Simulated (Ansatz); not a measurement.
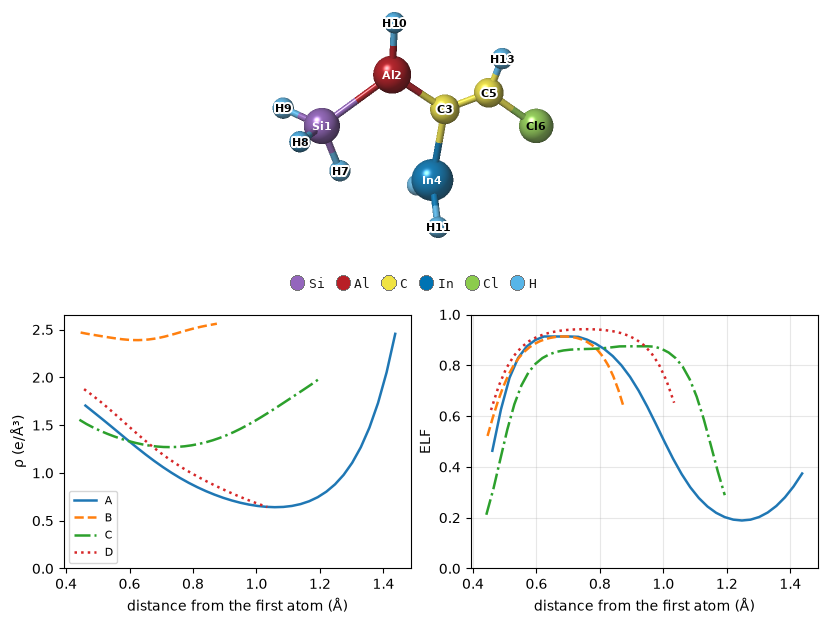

C₂H₇AlClInSi (SMILES [SiH3][AlH][C]([InH2])=CCl). Electron density and ELF along straight lines between neighbouring atoms. The curves leave out the atomic cores. The structure is drawn too.

Geometry: PBE0-D4/def2-TZVP; core potentials replace the inner electrons of In.

Method: Ansatz 0.2.0, RKS PBE0-D4/def2-TZVPP.

Input

```
crystal:
  periodic: [false, false, false]
  atoms:
    - {symbol: Si, position_ang: [-2.332248, -0.728564, -0.145015]}
    - {symbol: Al, position_ang: [-0.966387, 1.313717, -0.070477]}
    - {symbol: C, position_ang: [0.869618, 0.753083, 0.051308]}
    - {symbol: In, position_ang: [1.310377, -1.370790, 0.090617]}
    - {symbol: C, position_ang: [1.893668, 1.585385, 0.113609]}
    - {symbol: Cl, position_ang: [3.567208, 1.026020, 0.225055]}
    - {symbol: H, position_ang: [-1.335550, -1.862359, -0.078414]}
    - {symbol: H, position_ang: [-3.252764, -0.939767, 1.007133]}
    - {symbol: H, position_ang: [-3.106735, -0.952289, -1.397759]}
    - {symbol: H, position_ang: [-1.479032, 2.816087, -0.113809]}
    - {symbol: H, position_ang: [1.374416, -2.148742, 1.624125]}
    - {symbol: H, position_ang: [1.571855, -2.164120, -1.413786]}
    - {symbol: H, position_ang: [1.885553, 2.672349, 0.107423]}
basis:
  gaussian: {orbitals: def2-TZVPP}
hamiltonian: {xc: pbe0, dispersion: d4}
output: {orbitals: {seedname: orbitals}}
```

Run with:

```sh
ansatz run in.yaml --threads 2 --pin off --events-out ev --progress --plain --max-ram 22528MiB --backend cuda --devices 0, --max-vram 18GiB
```

Q: Which curve belongs to which contact (C–Al, C–C, C–Cl and C–In)? The first atom named is at distance zero.

A: Curve A: C–In (2.17 Å): ρ at the midpoint is about 0.64 e/Å³; the ELF peaks at about 0.90 in the valence shell of C, 0.6 Å from its nucleus, and drops to about 0.20 between the two atoms. Curve B: C–C (1.32 Å): ρ at the midpoint is about 2.4 e/Å³; the ELF peaks at about 0.90 between the atoms: a short, multiple covalent bond. Curve C: C–Cl (1.77 Å): ρ at the midpoint is about 1.4 e/Å³; the ELF peaks at about 0.85 between the atoms; a covalent bond. Curve D: C–Al (1.92 Å): ρ at the midpoint is about 0.73 e/Å³; the ELF peaks at about 0.95 between the atoms, as expected for a shared but strongly polarised pair.
